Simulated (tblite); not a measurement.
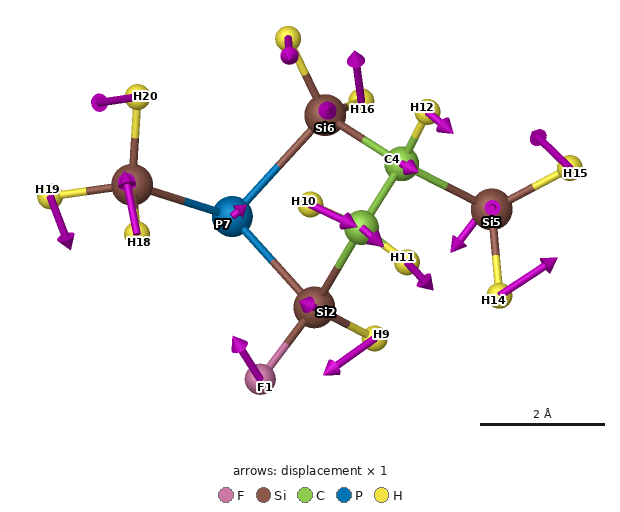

A relaxation of C2H12FPSi4. The starting structure is drawn; purple arrows show the displacements, at their true length. The two geometries are superimposed by the best rigid fit.

The picture is a ball-and-stick view, seen at a tilt.

Theory: GFN2-xTB geometry optimisation, gas phase in tblite. 

> Atoms of which element are displaced furthest, and by how much?

Hydrogen: up to 1.79 Å, against 0.99 Å for fluorine.

> Describe the change and its energy.

After 210 geometry steps the energy has fallen by 73.0 kJ/mol. The atom that moves furthest after the best rigid fit is an H atom (1.79 Å). Largest moves by element: H 1.79 Å, F 0.99 Å, Si 0.64 Å, C 0.50 Å, P 0.31 Å. Among the contacts that change: Si–Si 3.323 → 3.683 Å, C–Si 1.844 → 1.907 Å, C–C 1.489 → 1.532 Å, F–Si 1.664 → 1.624 Å. Bond angles that change, for instance: F–Si–H 115.4° → 102.8°, C–Si–P 94.2° → 105.5°, F–Si–C 113.1° → 106.8°. Groups turn about C–Si by about 55°, P–Si by about 55°, P–Si by about 40°. The run took 4.7 s on 1 thread of Arm Neoverse N1 (shared host).
